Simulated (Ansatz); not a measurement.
Geometry relaxation of C₂H₈AlNO₂ (part 1 of 2)

C₂H₈AlNO₂, SMILES C[C](N)(O)[AlH][OH], computed with RKS BHLYP-D4/6-31G (Ansatz 0.2.0).

It belongs to a series of runs on one base structure; here: end point B relaxed. Figures and captions count atoms from 1; the log counts them from 0 in places.

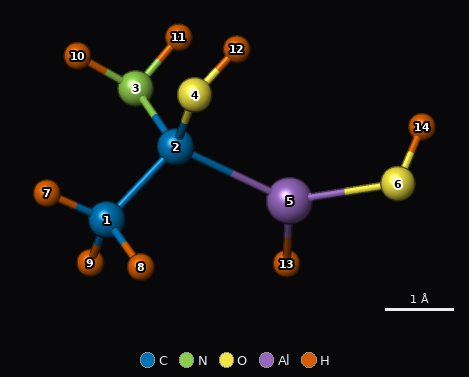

The structure as given in the input (ball-and-stick view, seen at a tilt; atoms are numbered from 1 in the order of the input). Sticks mark near contacts.

**Summary**

```tsv
quantity	value
outcome	converged
total energy	−14379.1732 eV
mean-field energy	−14378.8201 eV
largest force (length of the vector) at the end	0.011 eV/Å
hardware	1 thread of Arm Neoverse V2, 24 GiB of memory available, shared host
wall time	2.2 min
peak memory	0.18 GiB
```

**Input**
```yaml
crystal:
  periodic: [false, false, false]
  atoms:
    - { symbol: C, position_ang: [-0.4625, -0.9149, 1.2795] }
    - { symbol: C, position_ang: [0.2703, -0.3183, 0.0761] }
    - { symbol: "N", position_ang: [1.6335, -0.0863, 0.4624] }
    - { symbol: O, position_ang: [0.2848, -1.2336, -0.9809] }
    - { symbol: Al, position_ang: [-0.5664, 1.4312, -0.504] }
    - { symbol: O, position_ang: [-1.2495, 1.6404, -2.1805] }
    - { symbol: H, position_ang: [-0.0535, -1.8401, 1.5934] }
    - { symbol: H, position_ang: [-1.5352, -1.0205, 0.9826] }
    - { symbol: H, position_ang: [-0.4643, -0.1488, 2.1688] }
    - { symbol: H, position_ang: [2.1117, -1.0102, 0.7127] }
    - { symbol: H, position_ang: [2.184, 0.3145, -0.3116] }
    - { symbol: H, position_ang: [0.7493, -0.8629, -1.7196] }
    - { symbol: H, position_ang: [-0.6982, 2.6783, 0.532] }
    - { symbol: H, position_ang: [-0.46025, 1.99362, -2.7166] }
basis:
  gaussian: { orbitals: "6-31G" }
hamiltonian:
  xc: { name: BHLYP }
  dispersion: d4
relax:
  f_tol: 0.015
  max_steps: 40
```

Launched with:
```bash
ansatz run input.yaml --threads 1 --pin off --max-ram 2048MiB --backend cpu --events-out ev --progress --plain --runs-dir out
```

**Output**
```
The last accepted step is kept in [file] (removed where the run ends without a failure and the disk answers)
Engine: ansatz 0.2.0, aarch64-unknown-linux-gnu
Functional definition: BHLYP
  parameter a = 0.5
  exchange = (1 - a)*b88_x + a*exact_x
  correlation = lyp_c
1031 factors; integrals over basis functions are off by at most 1.6e-4 eV
mean field evaluation 1: about -14367.7021 eV, gradient 6.8e1 eV
mean field evaluation 2: about -14363.7452 eV, gradient 8.2e1 eV
mean field evaluation 4: about -14376.8957 eV, gradient 3.0e0 eV
mean field evaluation 8: about -14377.0291 eV, gradient 1.5e-1 eV
mean field evaluation 16: about -14377.0291 eV, gradient 6.5e-5 eV
mean field -14377.02913750 eV, -528.3460757028 hartree, gradient 6.5e-5 eV, S^2 0.000000; 0 other end points of the search recorded, 0 dependent functions left out
the calculation of the forces begins
reference -14377.02931765 eV, -528.3460823232 hartree; 28, 28 occupied and 46, 46 virtual orbitals, 1031 factors
relax step   1: F+E_penalty+E_count = -14377.36513929 eV  Δ(F+E_penalty+E_count) = +0.000e0 eV  max|allowed force component| = 2.993e0 eV/Å  Δτ_max = 0.0000 Å  (27 SCF iters, accepted)
these checks for a lower state are left out or cut short: starts, cluster_reference, orbital_swaps, neighbouring_geometries, increment
1031 factors; integrals over basis functions are off by at most 1.5e-4 eV
mean field -14377.71394722 eV, -528.3712419960 hartree, gradient 2.1e-5 eV, S^2 0.000000; 0 other end points of the search recorded, 0 dependent functions left out
[... from here on the field's lines of each further geometry are left out, up to the last ...]
relax step   2: F+E_penalty+E_count = -14378.05130956 eV  Δ(F+E_penalty+E_count) = -6.862e-1 eV  max|allowed force component| = 2.035e0 eV/Å  Δτ_max = 0.1948 Å  (30 SCF iters, accepted)
relax step   3: F+E_penalty+E_count = -14378.26797786 eV  Δ(F+E_penalty+E_count) = -2.167e-1 eV  max|allowed force component| = 1.923e0 eV/Å  Δτ_max = 0.1944 Å  (31 SCF iters, accepted)
relax step   4: F+E_penalty+E_count = -14378.35354771 eV  Δ(F+E_penalty+E_count) = -8.557e-2 eV  max|allowed force component| = 1.581e0 eV/Å  Δτ_max = 0.0630 Å  (32 SCF iters, accepted)
relax step   5: F+E_penalty+E_count = -14378.56552577 eV  Δ(F+E_penalty+E_count) = -2.120e-1 eV  max|allowed force component| = 7.513e-1 eV/Å  Δτ_max = 0.1964 Å  (29 SCF iters, accepted)
relax step   6: F+E_penalty+E_count = -14378.65127366 eV  Δ(F+E_penalty+E_count) = -8.575e-2 eV  max|allowed force component| = 1.429e0 eV/Å  Δτ_max = 0.1947 Å  (30 SCF iters, accepted)
relax step   7: F+E_penalty+E_count = -14378.72919086 eV  Δ(F+E_penalty+E_count) = -7.792e-2 eV  max|allowed force component| = 5.105e-1 eV/Å  Δτ_max = 0.2000 Å  (30 SCF iters, accepted)
relax step   8: F+E_penalty+E_count = -14378.74989313 eV  Δ(F+E_penalty+E_count) = -2.070e-2 eV  max|allowed force component| = 8.804e-1 eV/Å  Δτ_max = 0.1922 Å  (30 SCF iters, accepted)
relax step   9: F+E_penalty+E_count = -14378.75973413 eV  Δ(F+E_penalty+E_count) = -9.841e-3 eV  max|allowed force component| = 7.685e-1 eV/Å  Δτ_max = 0.0571 Å  (31 SCF iters, accepted)
relax step  10: F+E_penalty+E_count = -14378.77660110 eV  Δ(F+E_penalty+E_count) = -1.687e-2 eV  max|allowed force component| = 2.888e-1 eV/Å  Δτ_max = 0.1567 Å  (30 SCF iters, accepted)
relax step  11: F+E_penalty+E_count = -14378.79444896 eV  Δ(F+E_penalty+E_count) = -1.785e-2 eV  max|allowed force component| = 3.255e-1 eV/Å  Δτ_max = 0.1274 Å  (30 SCF iters, accepted)
relax step  12: F+E_penalty+E_count = -14378.82906657 eV  Δ(F+E_penalty+E_count) = -3.462e-2 eV  max|allowed force component| = 8.285e-1 eV/Å  Δτ_max = 0.1825 Å  (29 SCF iters, accepted)
relax step  13: F+E_penalty+E_count = -14378.90729503 eV  Δ(F+E_penalty+E_count) = -7.823e-2 eV  max|allowed force component| = 9.019e-1 eV/Å  Δτ_max = 0.1918 Å  (30 SCF iters, accepted)
relax step  14: F+E_penalty+E_count = -14378.98371316 eV  Δ(F+E_penalty+E_count) = -7.642e-2 eV  max|allowed force component| = 1.190e0 eV/Å  Δτ_max = 0.1948 Å  (29 SCF iters, accepted)
relax step  15: F+E_penalty+E_count = -14379.05192678 eV  Δ(F+E_penalty+E_count) = -6.821e-2 eV  max|allowed force component| = 7.280e-1 eV/Å  Δτ_max = 0.1681 Å  (31 SCF iters, accepted)
relax step  16: F+E_penalty+E_count = -14379.09434495 eV  Δ(F+E_penalty+E_count) = -4.242e-2 eV  max|allowed force component| = 6.242e-1 eV/Å  Δτ_max = 0.1988 Å  (31 SCF iters, accepted)
relax step  17: F+E_penalty+E_count = -14379.12575345 eV  Δ(F+E_penalty+E_count) = -3.141e-2 eV  max|allowed force component| = 4.346e-1 eV/Å  Δτ_max = 0.0989 Å  (30 SCF iters, accepted)
relax step  18: F+E_penalty+E_count = -14379.14309855 eV  Δ(F+E_penalty+E_count) = -1.735e-2 eV  max|allowed force component| = 2.114e-1 eV/Å  Δτ_max = 0.0747 Å  (31 SCF iters, accepted)
relax step  19: F+E_penalty+E_count = -14379.15758334 eV  Δ(F+E_penalty+E_count) = -1.448e-2 eV  max|allowed force component| = 7.790e-2 eV/Å  Δτ_max = 0.1179 Å  (31 SCF iters, accepted)
relax step  20: F+E_penalty+E_count = -14379.16504090 eV  Δ(F+E_penalty+E_count) = -7.458e-3 eV  max|allowed force component| = 2.994e-1 eV/Å  Δτ_max = 0.1922 Å  (30 SCF iters, accepted)
relax step  21: F+E_penalty+E_count = -14379.16970161 eV  Δ(F+E_penalty+E_count) = -4.661e-3 eV  max|allowed force component| = 2.054e-1 eV/Å  Δτ_max = 0.0590 Å  (32 SCF iters, accepted)
relax step  22: F+E_penalty+E_count = -14379.17080952 eV  Δ(F+E_penalty+E_count) = -1.108e-3 eV  max|allowed force component| = 1.084e-1 eV/Å  Δτ_max = 0.0444 Å  (32 SCF iters, accepted)
relax step  23: F+E_penalty+E_count = -14379.17263355 eV  Δ(F+E_penalty+E_count) = -1.824e-3 eV  max|allowed force component| = 5.338e-2 eV/Å  Δτ_max = 0.0192 Å  (24 SCF iters, accepted)
relax step  24: F+E_penalty+E_count = -14379.17289539 eV  Δ(F+E_penalty+E_count) = -2.618e-4 eV  max|allowed force component| = 3.922e-2 eV/Å  Δτ_max = 0.0077 Å  (24 SCF iters, accepted)
relax step  25: F+E_penalty+E_count = -14379.17301091 eV  Δ(F+E_penalty+E_count) = -1.155e-4 eV  max|allowed force component| = 1.768e-2 eV/Å  Δτ_max = 0.0036 Å  (24 SCF iters, accepted)
the calculation of the forces begins
reference -14378.82014452 eV, -528.4118939968 hartree; 28, 28 occupied and 46, 46 virtual orbitals, 1031 factors
relax step  26: F+E_penalty+E_count = -14379.17305001 eV  Δ(F+E_penalty+E_count) = -3.910e-5 eV  max|allowed force component| = 1.056e-2 eV/Å  Δτ_max = 0.0024 Å  (23 SCF iters, accepted)
1031 factors; integrals over basis functions are off by at most 1.4e-4 eV
mean field evaluation 192: about -14369.3012 eV, gradient 7.1e1 eV
```

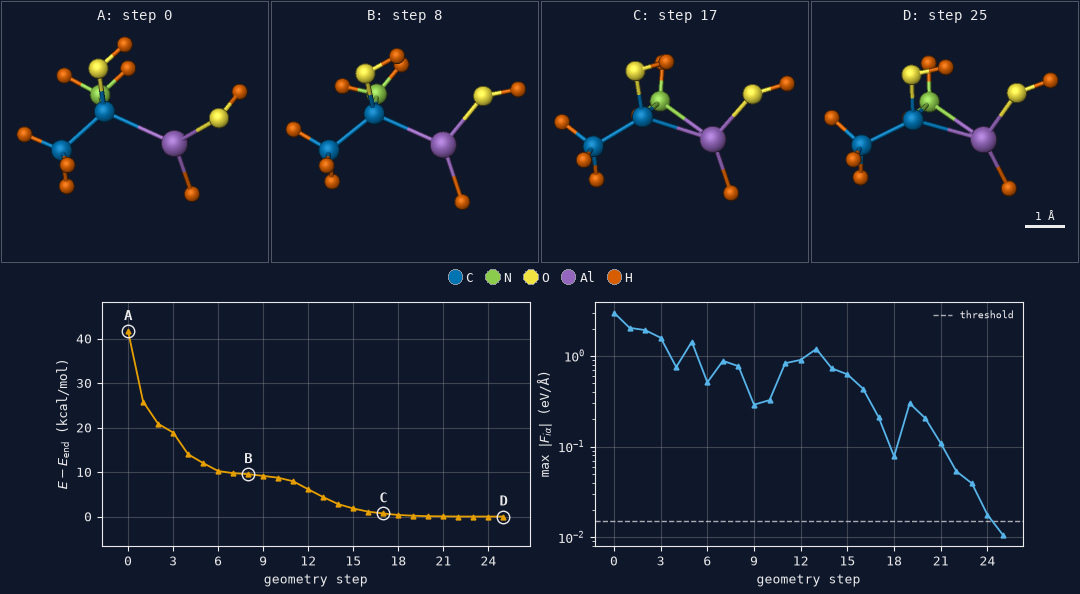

Frames of the relaxation (ball-and-stick view, seen at a tilt) above the curves, on which the letters mark them (the first geometry is step 0 here and step 1 in the log).

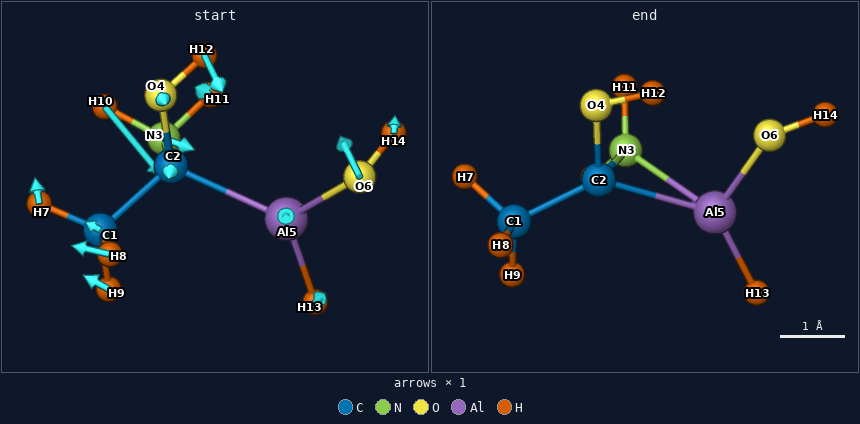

Before (left) and after (right) the relaxation, at one scale (ball-and-stick view, seen at a tilt). The teal arrows give the displacements, at true length. The largest move after the best rigid fit is that of H10, 1.51 Å. By element the largest moves are H 1.51 Å, O 1.05 Å, N 0.57 Å, Al 0.41 Å, C 0.37 Å. Among the contacts that change: N3–Al5 2.842 → 2.011 Å, C2–N3 1.436 → 1.594 Å, C1–H9 1.174 → 1.087 Å, Al5–O6 1.822 → 1.736 Å. New bonds form: N3–Al5 (2.84 → 2.01 Å). Among the angles that change: N3–C2–Al5 109.3° → 68.1°, Al5–O6–H14 103.5° → 141.6°, C1–C2–Al5 111.4° → 136.6°. Over 25 geometry steps the energy falls by 41.7 kcal/mol. Largest force component: 3 eV/Å at the start, 0.011 eV/Å at the end. (Atoms are counted from 1 in the order of the input.)

```
mean field -14378.81996543 eV, -528.4118874155 hartree, gradient 1.6e-5 eV, S^2 0.000000; 1 other end points of the search recorded, 0 dependent functions left out
the calculation of the forces begins
reference -14378.82014452 eV, -528.4118939968 hartree; 28, 28 occupied and 46, 46 virtual orbitals, 1031 factors
Total energy: -14379.17322910 eV, -528.4248696157 hartree
Atom 0 at    -0.389125    -1.211563     1.305732 Å, force     0.000473    -0.000920    -0.002059 eV/Å
Atom 1 at    -0.090125    -0.377987     0.102937 Å, force     0.001409     0.004653     0.001081 eV/Å
Atom 2 at     1.316843     0.359212     0.235778 Å, force     0.000650    -0.003647    -0.002247 eV/Å
Atom 3 at     0.007375    -1.202131    -1.044534 Å, force     0.000405    -0.002632     0.001147 eV/Å
Atom 4 at    -0.209889     1.513910    -0.381453 Å, force     0.001424     0.002340    -0.001061 eV/Å
Atom 5 at    -0.230728     1.381260    -2.112286 Å, force    -0.000843    -0.010564    -0.001894 eV/Å
Atom 6 at     0.315494    -2.039526     1.387301 Å, force     0.000442    -0.000914     0.000624 eV/Å
Atom 7 at    -1.387009    -1.627985     1.214087 Å, force    -0.000709    -0.000056    -0.000040 eV/Å
Atom 8 at    -0.354254    -0.622914     2.219023 Å, force    -0.000039     0.001427     0.001908 eV/Å
Atom 9 at     1.689026     0.409894     1.172069 Å, force    -0.001575     0.000570    -0.000006 eV/Å
Atom 10 at     1.991897    -0.037981    -0.401643 Å, force    -0.001638     0.001289     0.000698 eV/Å
Atom 11 at    -0.198688    -0.674341    -1.834326 Å, force     0.000362     0.000245    -0.001835 eV/Å
Atom 12 at    -0.502078     2.841039     0.430333 Å, force    -0.000637     0.000854     0.001766 eV/Å
Atom 13 at    -0.214990     1.911532    -2.898717 Å, force     0.000276     0.007355     0.001916 eV/Å
Dipole moment:     0.311919     0.283529     0.164692 e Å
```

**Trajectory as extended XYZ (Å, eV, eV/Å), 16 of the 26 frames kept, from step=1 to step=26**
```
14
Properties=species:S:1:pos:R:3:forces:R:3 step=1 energy=-14377.36514
C    -0.4625   -0.9149    1.2795   -1.9628   2.9932   0.2717
C     0.2703   -0.3183    0.0761    0.2744   1.2418   1.3597
N     1.6335   -0.0863    0.4624    2.3412  -0.9065   0.0207
O     0.2848   -1.2336   -0.9809   -1.1721  -2.0435  -0.7706
Al   -0.5664    1.4312   -0.5040   -0.9482   0.2496   0.3644
O    -1.2495    1.6404   -2.1805    2.9046   0.6033   0.2877
H    -0.0535   -1.8401    1.5934    0.3821  -0.9001   0.2162
H    -1.5352   -1.0205    0.9826    0.8870  -0.4322   0.4791
H    -0.4643   -0.1488    2.1688    0.2707  -1.6430  -1.8248
H     2.1117   -1.0102    0.7127   -0.9591   1.8077  -0.1949
H     2.1840    0.3145   -0.3116   -0.2615  -0.1475   0.7795
H     0.7493   -0.8629   -1.7196    0.2352   0.0190  -0.8361
H    -0.6982    2.6783    0.5320    0.0168  -0.3014  -0.3649
H    -0.4602    1.9936   -2.7166   -2.0083  -0.5405   0.2124
14
Properties=species:S:1:pos:R:3:forces:R:3 step=3 energy=-14378.26798
C    -0.4648   -0.8739    1.2441    0.1896  -0.3693  -0.1262
C     0.3018   -0.3074    0.0591   -0.1150   0.0890   0.1476
N     1.6748   -0.0535    0.4684   -0.1517  -0.4275  -0.2865
O     0.1710   -1.3621   -0.9467    0.4288   0.3086  -0.5657
Al   -0.5274    1.4456   -0.4577   -0.3052  -0.2546  -0.7552
O    -1.0429    1.6144   -2.1559    1.9225   1.4133  -0.5005
H    -0.0054   -1.8152    1.5593   -0.0005   0.0756  -0.0883
H    -1.4931   -1.1025    0.9863   -0.0146   0.0556  -0.0708
H    -0.4342   -0.1982    2.0765   -0.0404   0.3174   0.3796
H     2.1122   -0.8611    0.9000   -0.0941   0.2203   0.0575
H     2.2762    0.3158   -0.2503   -0.0382   0.0448   0.0369
H     0.5101   -1.0732   -1.8175   -0.3394  -0.1776   0.5667
H    -0.7599    2.6617    0.5293   -0.0146   0.0272   0.0610
H    -0.5745    2.2320   -2.8007   -1.4273  -1.3228   1.1440
14
Properties=species:S:1:pos:R:3:forces:R:3 step=4 energy=-14378.35355
C    -0.4616   -0.8809    1.2513    0.2379  -0.3730  -0.1446
C     0.2962   -0.3051    0.0661   -0.1441   0.1311   0.0150
N     1.6704   -0.0508    0.4622   -0.1547  -0.3688  -0.1903
O     0.1556   -1.3410   -0.9589    0.3720   0.1994  -0.3828
Al   -0.5168    1.4446   -0.4567   -0.3056  -0.2420  -0.6117
O    -0.9863    1.5868   -2.1575    1.5813   1.2363  -0.3844
H     0.0027   -1.8248    1.5513   -0.0188   0.0699  -0.0630
H    -1.4911   -1.1076    0.9974   -0.0148   0.0580  -0.0598
H    -0.4249   -0.2122    2.0909   -0.0405   0.2803   0.3342
H     2.1063   -0.8412    0.9208   -0.0368   0.1503   0.0469
H     2.2728    0.3086   -0.2595   -0.0352   0.0284   0.0191
H     0.4716   -1.0338   -1.8290   -0.2915  -0.1305   0.4750
H    -0.7733    2.6602    0.5229   -0.0147   0.0602   0.0577
H    -0.5778    2.2197   -2.8070   -1.1345  -1.0996   0.8885
```
